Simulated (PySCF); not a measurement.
```xyz
13

F     1.0413    2.4637    0.2735
C     0.9705    1.2469   -0.1991
C     1.8451    0.3376   -0.7318
C     1.0185   -0.1125    0.3922
Si   -0.5031   -1.3051    0.0977
C    -1.7274    0.0637   -0.5481
Cl   -0.8676    1.4294   -1.2711
H     2.5797    0.0968   -1.4615
H     1.4817   -0.2900    1.3596
H    -0.1622   -2.2448   -0.9634
H    -0.9542   -1.8171    1.3840
H    -2.3481    0.4643    0.2530
H    -2.3786   -0.3323   -1.3252
```

Geometry: GFN2-xTB.

Level of theory: PySCF, UKS B3LYP, pcH-1 on C Cl F H Si, non-relativistic, mean-field spin-orbit, GIAO.

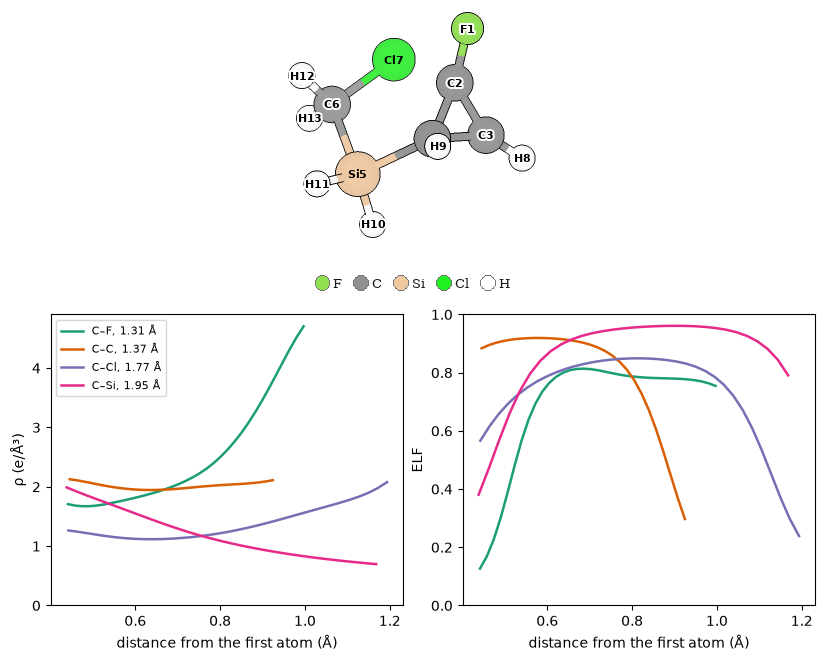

C₄H₆ClFSi (charge +1, doublet). Electron density and electron localisation function along straight lines between neighbouring atoms. The curves leave out the atomic cores. The structure is drawn too.

Question: What kind of bonding do the profiles show?

Answer: C–F (1.31 Å): ρ at the midpoint is about 1.9 e/Å³, with its minimum of 1.7 e/Å³ about 0.5 Å from C; the ELF peaks at about 0.80 between the atoms (a polar covalent bond).
C–C (1.37 Å): ρ at the midpoint is about 2 e/Å³; the ELF peaks at about 0.90 between the atoms; localised, covalent bonding.
C–Cl (1.77 Å): the density is about 1.3 e/Å³ at the midpoint, with its minimum of 1.1 e/Å³ about 0.6 Å from C; the ELF peaks at about 0.85 between the atoms, as expected for localised, covalent bonding.
C–Si (1.95 Å): ρ is about 0.85 e/Å³ halfway; the ELF peaks at about 0.95 between the atoms: localised, covalent bonding.
